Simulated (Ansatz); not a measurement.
## Electronic structure of Cl₂Ga···H₂ (doublet) in real space

Input file:

```
crystal:
  periodic: [false, false, false]
  atoms:
    - { symbol: Ga, position_ang: [0.0, 0.0, -0.338314] }
    - { symbol: H, position_ang: [0.0, 0.0, 2.434826] }
    - { symbol: Cl, position_ang: [1.902953, 0.0, -1.445386] }
    - { symbol: Cl, position_ang: [-1.902953, 0.0, -1.445386] }
    - { symbol: H, position_ang: [0.0, 0.0, 3.154259] }
magnetization:
  spin_polarized: true
  initial_magnetization: 1
basis:
  gaussian: { orbitals: def2-SVP }
hamiltonian:
  xc: b3lyp
relax:
  f_tol: 0.03
  max_steps: 50
output:
  orbitals: {}
```

Launched as:

```sh
ansatz run input.yaml --threads 2 --pin off --max-ram 3072MiB --backend cpu --events-out ev --progress --plain --runs-dir out
```

The fields are those of the run's last geometry, not of the input's.

Method: UKS B3LYP/def2-SVP (Ansatz).

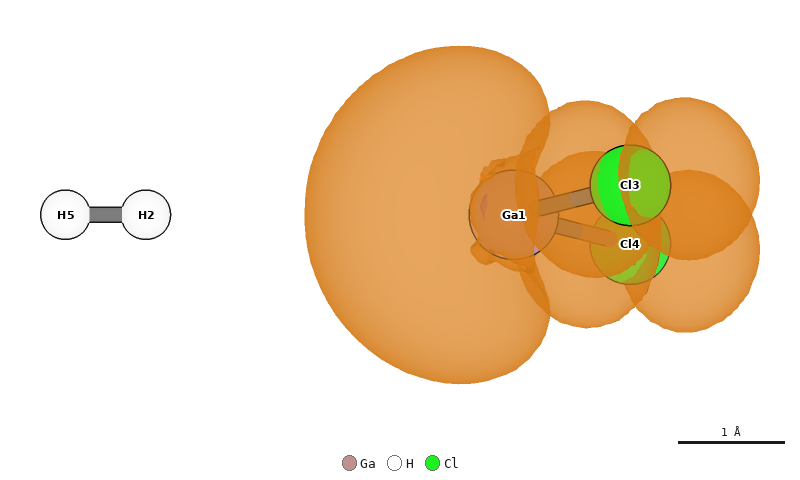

Figure 1. Isosurfaces of the spin density at +0.015 (orange) and −0.015 e/Å³ (purple), seen from one side.

### Where is the unpaired spin?

The unpaired spin (1 electron) lies mostly on Ga1 (about 0.6), Cl3 (about 0.2) and Cl4 (about 0.2), in electrons by Hirshfeld's partition.

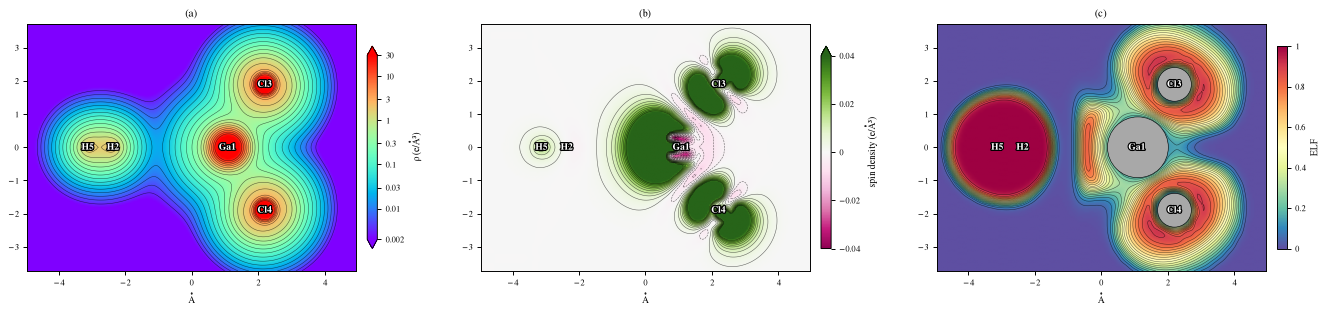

Figure 2. (a) total electron density; (b) spin density (α minus β); (c) electron localisation function on the molecular plane. Grey discs cover the atomic cores in the ELF map.

### Describe what can be read from this map.

The section cuts through Ga, H and Cl sites.
Ga1···H2 (3.48 Å): the density falls to about 0.02 e/Å³ on the way; the ELF dips to about 0 between them; a non-bonded, intermolecular contact.
Ga–Cl (2.19 Å): ρ is about 0.61 e/Å³ halfway; the ELF peaks at about 0.80 in the valence shell of Cl, 0.8 Å from its nucleus, and is about 0.50 at the midpoint.
H–H (0.76 Å): ρ is about 1.7 e/Å³ halfway; the ELF is about 1 at the midpoint.
The ELF also peaks beside Cl4 and Cl3, away from the bonds: non-bonding electrons, paired or unpaired.

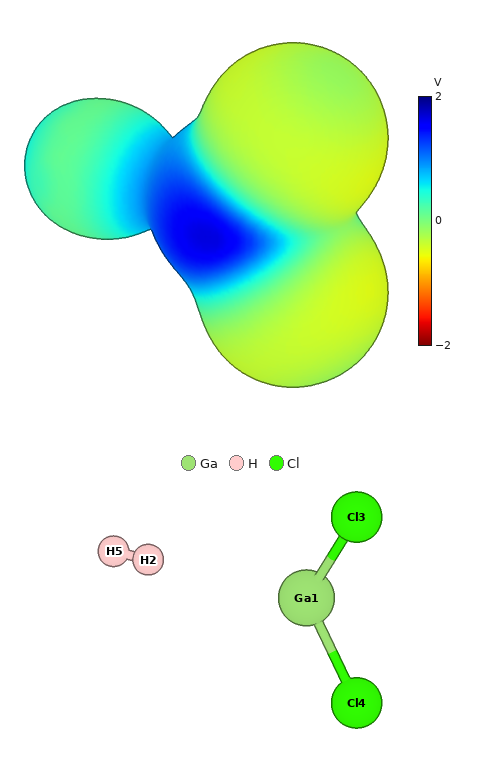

Figure 3. The electrostatic potential painted on the density surface at 0.001 e/bohr³, seen at a tilt; the colour scale runs from red (negative) to blue (positive). The bare structure is drawn below in the same view.

### Describe the electrostatic potential map.

The most negative region (about −0.5 V) lies over Cl3 and Cl4, the most positive (about +1.6 V) over Ga1.

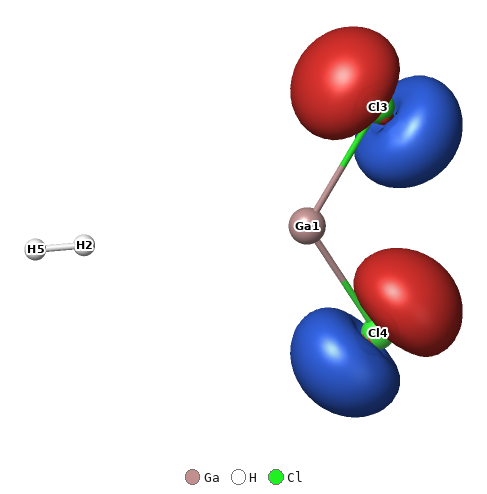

Figure 4. The HOMO−1 (α) at ±0.15 Å⁻³ᐟ² (red and blue are the two phases), seen at a tilt.

### Describe this orbital and give its energy.

It lies mainly on Cl4 (about 45 %) and Cl3 (about 45 %); it is symmetric in the molecular plane (an in-plane orbital: σ, lone-pair or in-plane π type); largely a combination of lone pairs on Cl4 and Cl3. Its energy is −8.71 eV.
